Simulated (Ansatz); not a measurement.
The reference is WC (space group P-6m2, No. 187; a = 2.8985 Å, c = 2.8277 Å). Axes: x lies along a and z along c of the hexagonal cell.

Structures relaxed with PBEsol (Ansatz, a program for electronic structure; PAW; 420 eV plane waves; without spin-orbit coupling).

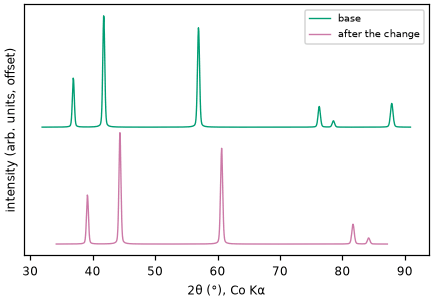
Simulated powder patterns before (top) and after one change

Problem. What was done to the base?
(A) strain tensor (xx, yy, zz, yz, xz, xy) = (+1.00, −2.23, −0.12, −0.15, −0.63, +0.37) %
(B) uniaxial strain ε_xx = −2.22 %
(C) isotropic strain −5.57 %
(D) strain tensor (xx, yy, zz, yz, xz, xy) = (+0.40, +1.19, −1.42, +1.51, −0.97, +0.84) %

Solution. C, isotropic strain −5.57 %. Its volume per atom is 8.66 Å³ against 10.29 Å³, and its space group is P-6m2 (No. 187).

Whether these cells are dynamically stable was not tested. All final runs are without spin polarisation.
